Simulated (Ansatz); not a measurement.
Geometry relaxation, with input and output: SiPNH8 (part 2 of 2)

Continued. System: SiPNH8. Method: RHF/def2-SVP (Ansatz 0.2.0). The input holds or restrains some coordinates. It belongs to a series of runs on one base structure; here: pulled along the bonds that form and break, towards end B.

Geometry of the input (Å):
```
Si 0.0000  0.0000  0.0000
N  0.0000  0.0000  2.1700
H  -0.8770  -0.2713  2.7000
H  0.8770  0.2713  2.7000
H  1.3768  0.0000  -0.4862
H  -0.6877  1.1914  -0.4862
H  -0.6877  -1.1914  -0.4862
P  1.2944  -1.9656  0.7820
H  0.4981  -3.1353  0.6631
H  2.4646  -2.1080  -0.0096
H  0.6864  -1.0423  1.9561
```

Trajectory as extended XYZ, continued
```
11
Properties=species:S:1:pos:R:3:forces:R:3 step=6 energy=-18733.67741
Si    0.2278   -0.3721   -0.4369   -0.8541   1.1909  -0.8734
N     0.0159   -0.0303    2.5849    0.5121  -2.6438  -0.2231
H    -0.9101   -0.0100    2.9857    0.5235   0.7846   0.3463
H     0.7118    0.6190    2.9186   -0.7320   0.0632   0.3944
H     1.5066    0.2745   -0.9969   -0.7779  -0.5678  -0.7214
H    -0.5057    0.9417   -0.2093    0.4602  -0.6156   0.9184
H    -1.0149   -1.1326   -0.9113    0.7750   0.3296  -0.7702
P     1.3297   -2.0292    0.4811    0.8639  -0.9303   2.2992
H     0.6369   -3.2706    0.4990    0.2039   0.4824  -0.6061
H     2.5628   -2.2396   -0.1533   -0.4362  -0.0928  -0.5355
H     0.3843   -1.0020    2.7416   -0.5384   1.9996  -0.2286
11
Properties=species:S:1:pos:R:3:forces:R:3 step=7 energy=-18734.60220
Si    0.2491   -0.4074   -0.4193   -0.4592   0.9464  -1.1078
N    -0.0033   -0.0419    2.5770    0.6325  -1.5776   0.6360
H    -0.9020    0.0381    3.0239    0.1914   0.3903   0.1386
H     0.6552    0.6512    2.9244   -0.5869  -0.3480   0.0183
H     1.4666    0.2354   -1.1206   -0.9021  -0.7003  -0.4060
H    -0.4494    0.8700   -0.0821    0.2831  -0.3886   0.7513
H    -0.9698   -1.1187   -1.0313    1.0556   0.2340  -0.3940
P     1.3922   -2.0113    0.6646    0.8359  -1.5027   0.3805
H     0.6464   -3.2363    0.3967    0.3721   1.0159  -0.0438
H     2.4893   -2.2454   -0.2536   -0.9160   0.2110   0.2455
H     0.3706   -0.9849    2.8234   -0.5065   1.7195  -0.2185
11
Properties=species:S:1:pos:R:3:forces:R:3 step=8 energy=-18734.96563
Si    0.2602   -0.4167   -0.4535   -0.5311   1.0369  -1.1625
N     0.0235   -0.1358    2.5686    0.1378  -1.1935   1.7667
H    -0.8745    0.0904    2.9856    0.4341   0.1136  -0.0825
H     0.7023    0.5716    2.8634   -0.5619  -0.5835  -0.1304
H     1.4082    0.1750   -1.2740   -0.7614  -0.4607  -0.1343
H    -0.4216    0.8286    0.0221    0.3055  -0.4652   0.3152
H    -0.8864   -1.1324   -1.1605    0.7848   0.2809  -0.1121
P     1.3731   -1.9251    0.7495    0.9255  -1.4053  -0.0555
H     0.6156   -3.1178    0.4259    0.3185   0.7217   0.0822
H     2.4179   -2.1349   -0.2141   -0.5176  -0.0663   0.1808
H     0.3265   -1.0541    2.9900   -0.5342   2.0213  -0.6676
11
Properties=species:S:1:pos:R:3:forces:R:3 step=9 energy=-18735.24381
Si    0.3030   -0.4308   -0.4401   -0.6396   1.0577  -1.1126
N    -0.0436   -0.1073    2.5632    0.1744  -1.0829   1.5965
H    -0.8932    0.1322    3.0623    0.2988  -0.0173  -0.1437
H     0.6680    0.5625    2.8480   -0.3503  -0.3522  -0.1419
H     1.3290    0.1627   -1.3592   -0.2141  -0.2097  -0.0939
H    -0.3481    0.7409    0.1854    0.1843  -0.1885  -0.0364
H    -0.7904   -1.1140   -1.2042    0.2971   0.0295  -0.0288
P     1.4487   -1.9125    0.7490    0.8377  -1.0226  -0.0159
H     0.6396   -3.0517    0.4758   -0.0099   0.2504   0.1683
H     2.3624   -2.2004   -0.3005   -0.0803  -0.0073   0.1115
H     0.2697   -1.0328    2.9234   -0.4981   1.5430  -0.3031
11
Properties=species:S:1:pos:R:3:forces:R:3 step=10 energy=-18735.35497
Si    0.3229   -0.3964   -0.4494   -0.4679   0.7573  -1.2229
N    -0.0817   -0.1670    2.5581    0.1123  -0.9233   1.2915
H    -0.9023    0.0810    3.0945    0.1529  -0.0757  -0.1111
H     0.6286    0.5170    2.7854   -0.1466  -0.1608  -0.1009
H     1.3074    0.1558   -1.4281   -0.0855  -0.1005  -0.0739
H    -0.2914    0.7785    0.1824    0.0880  -0.0113   0.0381
H    -0.7564   -1.0991   -1.2027    0.1015   0.0221   0.0375
P     1.5068   -1.8442    0.7393    0.8502  -0.8910   0.0889
H     0.6234   -2.9531    0.6491    0.0061   0.2193   0.1187
H     2.3187   -2.2579   -0.3511   -0.1141  -0.0006   0.1008
H     0.2688   -1.0658    2.9256   -0.4970   1.1644  -0.1667
11
Properties=species:S:1:pos:R:3:forces:R:3 step=11 energy=-18735.43421
Si    0.3519   -0.3684   -0.4565   -0.3834   0.6303  -1.2447
N    -0.1219   -0.2299    2.5482    0.3528  -0.7703   1.0432
H    -0.9197    0.0121    3.1157    0.0508  -0.0828  -0.0544
H     0.5761    0.4852    2.7071   -0.1884  -0.1354  -0.0693
H     1.2964    0.1425   -1.4920   -0.0487  -0.0249  -0.0601
H    -0.2234    0.8136    0.1883    0.0645   0.1029   0.0468
H    -0.7387   -1.0865   -1.1693   -0.0037   0.0171   0.0699
P     1.5724   -1.7812    0.7299    0.5582  -1.0851   0.0905
H     0.5969   -2.8294    0.7977    0.3229   0.3604   0.0664
H     2.2704   -2.3143   -0.3937   -0.1738   0.0407   0.2076
H     0.2845   -1.0947    2.9277   -0.5512   0.9470  -0.0960
11
Properties=species:S:1:pos:R:3:forces:R:3 step=12 energy=-18735.51701
Si    0.3870   -0.3388   -0.4599   -0.4591   0.5882  -1.1277
N    -0.1652   -0.2908    2.5298    0.5746  -0.6175   0.9254
H    -0.9786   -0.1143    3.0986    0.0621  -0.0923  -0.0420
H     0.4607    0.4950    2.6602   -0.2528  -0.1726  -0.0580
H     1.2593    0.0666   -1.6026   -0.0459  -0.0138   0.0180
H    -0.0453    0.9037    0.1952    0.0920   0.0563  -0.0220
H    -0.7900   -1.0262   -1.0537   -0.0342   0.0640   0.1222
P     1.6195   -1.7459    0.7197    0.6242  -0.9471   0.1386
H     0.6295   -2.7552    0.9006    0.2196   0.2605  -0.0053
H     2.2329   -2.3486   -0.4128   -0.0730   0.0162   0.1722
H     0.3352   -1.0966    2.9277   -0.7078   0.8581  -0.1214
11
Properties=species:S:1:pos:R:3:forces:R:3 step=13 energy=-18735.56545
Si    0.4134   -0.3205   -0.4599   -0.6200   0.7223  -1.0959
N    -0.1985   -0.3363    2.5116    0.8292  -0.4400   1.0036
H    -1.0334   -0.2375    3.0751    0.2563  -0.1096  -0.1292
H     0.3469    0.5155    2.6320   -0.4011  -0.4134  -0.0486
H     1.2123   -0.0134   -1.6964   -0.1726  -0.0391   0.1765
H     0.1327    0.9855    0.1914    0.1284  -0.1978  -0.1590
H    -0.8656   -0.9579   -0.9143    0.2252   0.1991   0.1873
P     1.6581   -1.7269    0.7096    0.7077  -0.7224   0.2340
H     0.6500   -2.6883    0.9335    0.0505   0.0001   0.0385
H     2.2418   -2.3848   -0.3992   -0.0161   0.0105   0.0304
H     0.3872   -1.0865    2.9196   -0.9876   0.9903  -0.2377
11
Properties=species:S:1:pos:R:3:forces:R:3 step=14 energy=-18735.62688
Si    0.4490   -0.3072   -0.4625   -0.7649   0.6506  -0.8449
N    -0.2399   -0.3531    2.4886    0.6758  -0.4673   0.8247
H    -1.0845   -0.3209    3.0421    0.1666  -0.0862  -0.1242
H     0.2518    0.5180    2.6502   -0.2175  -0.2373  -0.0326
H     1.1193   -0.0886   -1.7847   -0.0383  -0.0576   0.1606
H     0.3270    1.0262    0.1670    0.0664  -0.0410  -0.0914
H    -0.9009   -0.8710   -0.7497    0.1429   0.1242   0.0866
P     1.7066   -1.7084    0.6993    0.7861  -0.7636   0.1372
H     0.7120   -2.6639    0.9955    0.0115   0.0356  -0.0339
H     2.2348   -2.3941   -0.4207    0.0465  -0.0201   0.0862
H     0.3698   -1.0882    2.8779   -0.8750   0.8627  -0.1683
11
Properties=species:S:1:pos:R:3:forces:R:3 step=15 energy=-18735.67178
Si    0.4566   -0.3056   -0.4461   -0.5581   0.6810  -0.8151
N    -0.2762   -0.3341    2.4898    0.5565  -0.5512   0.5877
H    -1.1219   -0.4514    3.0292    0.1529  -0.0231  -0.1393
H     0.0955    0.5774    2.7128   -0.0639  -0.1399   0.0010
H     1.0442   -0.2075   -1.8147   -0.0510   0.0131   0.0196
H     0.5184    1.0589    0.1192    0.0028  -0.0151  -0.0038
H    -0.9503   -0.7495   -0.6016    0.0925   0.0242   0.0649
P     1.7391   -1.7243    0.6688    0.6901  -0.7860   0.3268
H     0.7399   -2.6770    0.9525    0.0129  -0.0392   0.0170
H     2.2903   -2.4161   -0.4349   -0.0324   0.0486   0.0240
H     0.4094   -1.0220    2.8281   -0.8022   0.7876  -0.0829
11
Properties=species:S:1:pos:R:3:forces:R:3 step=16 energy=-18735.69485
Si    0.4759   -0.2996   -0.4503   -0.5296   0.7013  -0.6703
N    -0.2508   -0.3057    2.4874    0.6029  -0.6296   0.4639
H    -1.1166   -0.5975    2.9093    0.0132  -0.0197  -0.0319
H    -0.0473    0.6163    2.8330    0.0254   0.0226  -0.0009
H     0.9917   -0.2575   -1.8487   -0.0136  -0.0113   0.0067
H     0.6211    1.0743    0.0760    0.0010  -0.0075   0.0059
H    -0.9482   -0.6895   -0.5171   -0.0091   0.0061   0.0138
P     1.7314   -1.7423    0.6673    0.7289  -0.7340   0.3162
H     0.7250   -2.6881    0.9484   -0.0260  -0.0180   0.0003
H     2.2740   -2.4336   -0.4381    0.0023  -0.0105  -0.0061
H     0.4886   -0.9280    2.8357   -0.7954   0.7007  -0.0978
11
Properties=species:S:1:pos:R:3:forces:R:3 step=17 energy=-18735.65147 accepted=F
Si    0.4901   -0.2882   -0.4517   -0.4774   0.7094  -0.6443
N    -0.2286   -0.3028    2.4854    0.1378  -0.0436   1.3358
H    -1.0814   -0.7720    2.8291    1.0533   0.5279  -0.3127
H    -0.2148    0.6487    2.8885   -0.0170  -1.1786  -0.4564
H     0.9614   -0.3116   -1.8679   -0.0381   0.0336   0.0355
H     0.7175    1.0889    0.0442   -0.0180  -0.0434  -0.0254
H    -0.9532   -0.6112   -0.4589    0.0199   0.0011  -0.0065
P     1.7190   -1.7540    0.6670    0.6467  -0.7938   0.3360
H     0.6850   -2.6752    0.9394    0.0173  -0.0043   0.0177
H     2.2517   -2.4642   -0.4310   -0.0010  -0.0004  -0.0274
H     0.5982   -0.8097    2.8591   -1.3235   0.7922  -0.2523
11
Properties=species:S:1:pos:R:3:forces:R:3 step=18 energy=-18735.69075
Si    0.4863   -0.2872   -0.4484   -0.5653   0.6085  -0.6739
N    -0.2612   -0.3404    2.4797    0.8977  -0.4467   0.5363
H    -1.0966   -0.6613    2.9370   -0.0464  -0.0161  -0.0017
H    -0.1084    0.6158    2.7601   -0.0365  -0.1022   0.0005
H     0.9769   -0.2758   -1.8555   -0.0016   0.0333   0.0045
H     0.6677    1.0846    0.0702    0.0019   0.0298   0.0126
H    -0.9477   -0.6443   -0.4839    0.0091   0.0039  -0.0101
P     1.7290   -1.7382    0.6719    0.6561  -0.8391   0.3154
H     0.7038   -2.6684    0.9477    0.0355   0.0070   0.0053
H     2.2677   -2.4454   -0.4268    0.0017   0.0264  -0.0033
H     0.5273   -0.8906    2.8511   -0.9523   0.6953  -0.1857
11
Properties=species:S:1:pos:R:3:forces:R:3 step=19 energy=-18735.69965
Si    0.4907   -0.2938   -0.4475   -0.5467   0.6969  -0.6331
N    -0.2503   -0.3140    2.4839    0.7566  -0.4563   0.4602
H    -1.0582   -0.7248    2.9201    0.0028   0.0006  -0.0036
H    -0.1865    0.6397    2.7981   -0.0112  -0.0185   0.0007
H     0.9919   -0.2626   -1.8506    0.0026   0.0015   0.0045
H     0.6766    1.0713    0.0892    0.0026   0.0109  -0.0088
H    -0.9451   -0.6415   -0.4995   -0.0004  -0.0004  -0.0019
P     1.7120   -1.7651    0.6700    0.6688  -0.8028   0.3151
H     0.6816   -2.6924    0.9328    0.0108   0.0044   0.0073
H     2.2531   -2.4619   -0.4325    0.0079  -0.0092  -0.0165
H     0.5791   -0.8061    2.8391   -0.8938   0.5729  -0.1240
```

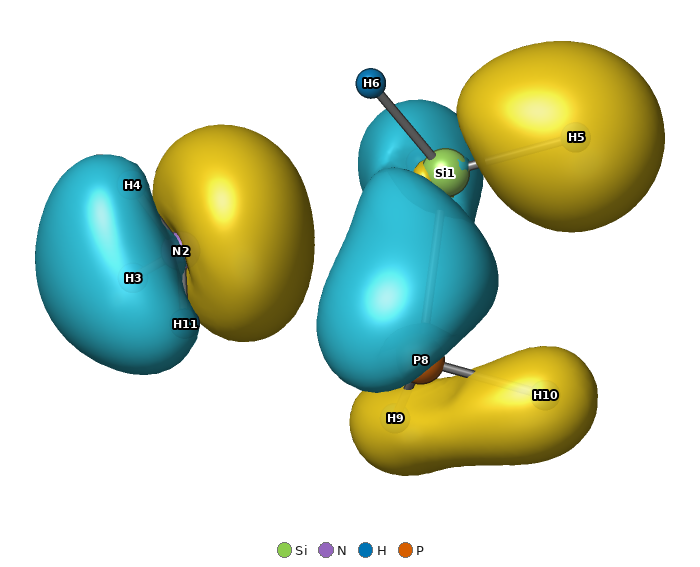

Fig. 1: The HOMO−1 at ±0.08 Å⁻³ᐟ² (yellow and cyan are the two phases), seen face on. It lies mainly on N2 (45 %), Si1 (15 %), P8 (10 %) and H5 (10 %). Its energy is −11.58 eV.

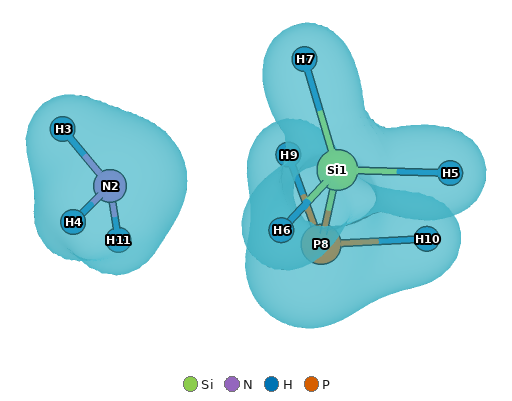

Fig. 2: Isosurface of the total electron density at 0.4 e/Å³ (cyan), seen from the side. At this value the surface falls into two separate pieces. It is pinched off along the Si···N (3.02 Å) contacts. On the grid the lowest density along these lines, outside the cores, is 0.08 e/Å³ (Si···N, 3.02 Å), 0.67 e/Å³ (Si–P, 2.21 Å), 2.3 e/Å³ (N–H, 1.01 Å) and 1 e/Å³ (P–H, 1.41 Å).

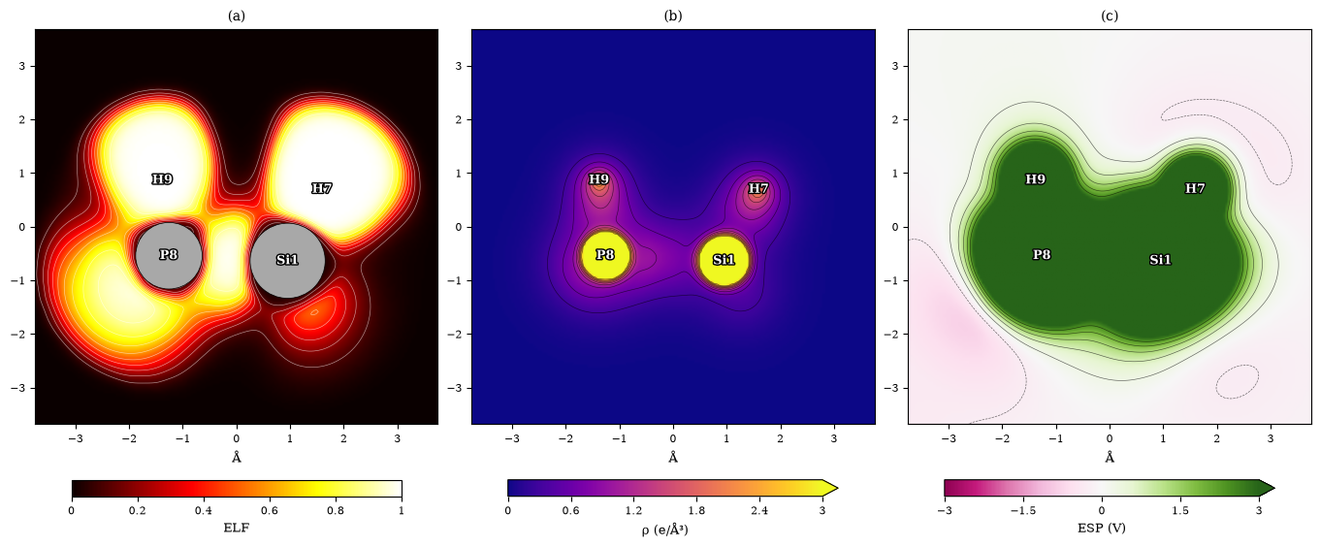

Fig. 3: (a) electron localisation function; (b) electron density; (c) electrostatic potential on the plane of atoms Si1, P8 and H9. Grey discs, where drawn, cover atomic cores. The section cuts through Si, H and P sites. P–H (1.41 Å): ρ is about 1 e/Å³ halfway; the ELF climbs to about 1 towards the hydrogen, as it does in any bond to H. Si–H (1.48 Å): ρ at the midpoint is about 0.77 e/Å³; the ELF climbs to about 1 towards the hydrogen.

Key numbers

- outcome: converged under the restraints of the input
- total energy: −18735.6996 eV
- mean-field energy: −18735.6996 eV
- largest force (length of the vector) at the end, held atoms and coordinates included: 1.091 eV/Å
- hardware: 1 thread of Arm Neoverse V2, 24 GiB of memory available, shared host
- wall time: 30 s
- peak memory: 0.16 GiB
